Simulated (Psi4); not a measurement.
**AlHBrF (SMILES [F][AlH][Br]): TPSS/cc-pVDZ**

Aim: the vertical singlet–triplet gap of AlHBrF at TPSS/cc-pVDZ, from 2 runs. 

The results are computed with Psi4 1.11.

**1. Starting point**

The species is AlHBrF (4 atoms), meant as a singlet with charge 0. As SMILES, `[F][AlH][Br]`. The shape is that of a PBE0-D4/def2-TZVP optimisation.

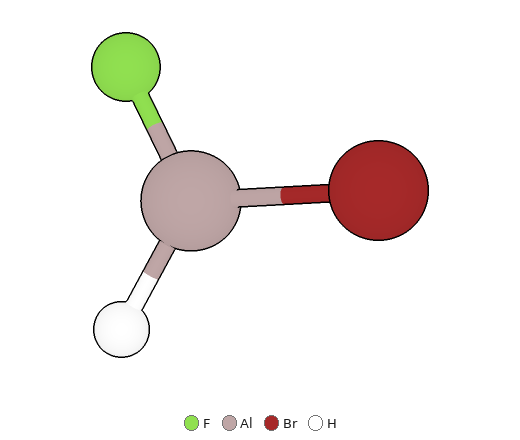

The structure, seen from a chosen angle (fluorine green, aluminium light grey, bromine red, hydrogen white).

**2. A single-point energy at TPSS/cc-pVDZ**

Input file calc.inp:

```
memory 1600 MB

molecule m {
  0 1
  F      1.47228562    -1.52141850     2.41903841
  Al     0.25001077     0.14399713     0.10658055
  Br    -2.96044495    -1.55467768    -2.05602202
  H      1.34265041     2.81814857    -0.50795838
  units au
  symmetry c1
  no_reorient
  no_com
}

set basis cc-pVDZ
set puream true
set e_convergence 1e-09
set d_convergence 1e-08
set scf_type pk
set dft_radial_points 99
set dft_spherical_points 590

result = energy('tpss')
```

The run is started by

```sh
psi4 -n 1 calc.inp calc.out
```

calc.out:

```text
[...]
  Running in c1 symmetry.
[...]
  Nuclear repulsion =  207.028601017629569
[...]
  Multiplicity = 1
[...]
  Nalpha       = 29
  Nbeta        = 29
[...]
    Number of basis functions: 64
[...]
   @RKS iter   1: -2916.83443776241074   -1.47361e+00   1.22774e-02 DIIS/ADIIS
[...]
   @RKS iter  11: -2917.06420396696740   -2.13731e-11   5.04185e-09 DIIS
[...]
    Orbital Energies [Eh]
    ---------------------
    Doubly Occupied:
       1A   -481.752516     2A    -61.974659     3A    -55.809004
       4A    -55.807717     5A    -55.807294     6A    -55.704415
       7A    -24.408674     8A     -8.496452     9A     -6.337439
      10A     -6.331917    11A     -6.330507    12A     -4.049078
      13A     -2.622527    14A     -2.618472    15A     -2.614666
      16A     -2.501266    17A     -2.499871    18A     -2.498832
      19A     -2.494627    20A     -2.494578    21A     -1.085464
      22A     -0.724769    23A     -0.426781    24A     -0.366427
      25A     -0.363127    26A     -0.363079    27A     -0.311435
      28A     -0.288899    29A     -0.279526
[...]
  @RKS Final Energy: -2917.06420396696740
   => Energetics <=
    Nuclear Repulsion Energy =            207.0286010176295690
    One-Electron Energy =               -4471.5341255457915395
    Two-Electron Energy =                1468.2392074936878998
    DFT Exchange-Correlation Energy =    -120.7978869324934266
    Empirical Dispersion Energy =           0.0000000000000000
    VV10 Nonlocal Energy =                  0.0000000000000000
    Total Energy =                      -2917.0642039669673977
[...]
 Multipole Moments:
 ------------------------------------------------------------------------------------
     Multipole            Electronic (a.u.)      Nuclear  (a.u.)        Total (a.u.)
 ------------------------------------------------------------------------------------
 L = 1.  Multiply by 2.5417464519 to convert [e a0] to [Debye]
 Dipole X            :         85.8285518          -85.7722122            0.0563396
 Dipole Y            :         63.7975994          -63.4163740            0.3812253
 Dipole Z            :         49.1236378          -49.3118362           -0.1881984
 Magnitude           :                                                    0.4288654
[...]
```

Wall time 35 s (1 thread of Intel Xeon Platinum 8259CL at 2.50GHz (Skylake/Cascade Lake), shared host); peak memory 1.3 GiB.

**3. The triplet: energy and gradient at UTPSS/cc-pVDZ**

Input file albrfh.xyz:

```xyz
4
AlBrFH
F      0.779100    -0.805100     1.280100
Al     0.132300     0.076200     0.056400
Br    -1.566600    -0.822700    -1.088000
H      0.710500     1.491300    -0.268800
```

Input file calc.py:

```python
import psi4

psi4.set_memory(1600000000)
psi4.set_num_threads(1)
psi4.set_output_file('output.dat', False)

with open('albrfh.xyz') as f:
    atoms = ''.join(f.readlines()[2:])
geom = psi4.geometry('0 3\n' + atoms + 'symmetry c1\nno_reorient\nno_com')

options = {'basis': 'cc-pVDZ', 'reference': 'uks', 'puream': True, 'e_convergence': 1e-09, 'd_convergence': 1e-08, 'scf_type': 'pk', 'dft_radial_points': 99, 'dft_spherical_points': 590, 'maxiter': 200}
psi4.set_options(options)

result, w = psi4.gradient("tpss", return_wfn=True)
psi4.oeprop(w, "MAYER_INDICES", "MULLIKEN_CHARGES", "QUADRUPOLE")
print('gradient / Eh bohr^-1')
print(result.np.round(6))
print(f'energy = {w.energy():.10f} Eh')
```

The run is started by

```sh
python calc.py
```

output.dat, shortened:

```text
[...]
  Running in c1 symmetry.
[...]
  Nuclear repulsion =  207.028600844508134
[...]
  Multiplicity = 3
[...]
  Nalpha       = 30
  Nbeta        = 28
[...]
    Number of basis functions: 64
[...]
   @UKS iter   1: -2916.64735084599397   -1.28652e+00   1.10059e-02 DIIS/ADIIS
[...]
   @UKS iter  19: -2916.84941147930158    4.54747e-13   1.39579e-09 DIIS
[...]
   @S^2 Observed:                2.003975572E+00
[...]
  @UKS Final Energy: -2916.84941147930158
   => Energetics <=
    Nuclear Repulsion Energy =            207.0286008445081336
    One-Electron Energy =               -4469.6572852481731388
    Two-Electron Energy =                1466.5051178530702600
    DFT Exchange-Correlation Energy =    -120.7258449287071329
    Empirical Dispersion Energy =           0.0000000000000000
    VV10 Nonlocal Energy =                  0.0000000000000000
    Total Energy =                      -2916.8494114793015797
[...]
  -Total Gradient:
     Atom            X                  Y                   Z
    ------   -----------------  -----------------  -----------------
       1       -0.021695181277     0.024957156397    -0.038060857864
       2       -0.000528852664    -0.012181644216     0.007245737115
       3        0.026824384386     0.008926906671     0.021476818431
       4       -0.004629837668    -0.021633530239     0.009264069559
[...]
 Multipole Moments:
 ------------------------------------------------------------------------------------
     Multipole            Electronic (a.u.)      Nuclear  (a.u.)        Total (a.u.)
 ------------------------------------------------------------------------------------
 L = 1.  Multiply by 2.5417464519 to convert [e a0] to [Debye]
 Dipole X            :         85.2100210          -85.7722122           -0.5621912
 Dipole Y            :         63.6428144          -63.4163742            0.2264402
 Dipole Z            :         48.5948690          -49.3118363           -0.7169674
 Magnitude           :                                                    0.9388165
 L = 2.  Multiply by 1.3450342976 to convert [e a0^2] to [Debye ang]
 Quadrupole XX       :       -355.5663512          328.8721049          -26.6942463
 Quadrupole XY       :       -142.2714407          145.1809551            2.9095145
[...]
  Mulliken Charges: (a.u.)
   Center  Symbol    Alpha    Beta     Spin     Total
[...]
```

Standard output:

```text
gradient / Eh bohr^-1
[[-0.021695  0.024957 -0.038061]
 [-0.000529 -0.012182  0.007246]
 [ 0.026824  0.008927  0.021477]
 [-0.00463  -0.021634  0.009264]]
energy = -2916.8494114793 Eh
```

Run time: 2 min. Hardware: 1 thread of Intel Xeon Platinum 8259CL at 2.50GHz (Skylake/Cascade Lake), shared host; peak memory 1.3 GiB.

**4. What came out**

At TPSS/cc-pVDZ:

```
                                        quantity           value
                           singlet: total energy  -2917.06420 Eh
                          singlet: dipole moment          1.09 D
                            singlet: HOMO energy        -7.61 eV
                            singlet: LUMO energy        -1.85 eV
                          singlet: HOMO–LUMO gap         5.75 eV
                           triplet: total energy  -2916.84941 Eh
                          triplet: dipole moment          2.39 D
     triplet: HOMO energy (highest over α and β)        -2.62 eV
                                   triplet: ⟨S²⟩           2.004
               triplet: largest force on an atom      2.593 eV/Å
vertical energy of the triplet above the singlet        5.845 eV
```

At this shape the triplet lies 5.84 eV (135 kcal/mol) above the singlet.
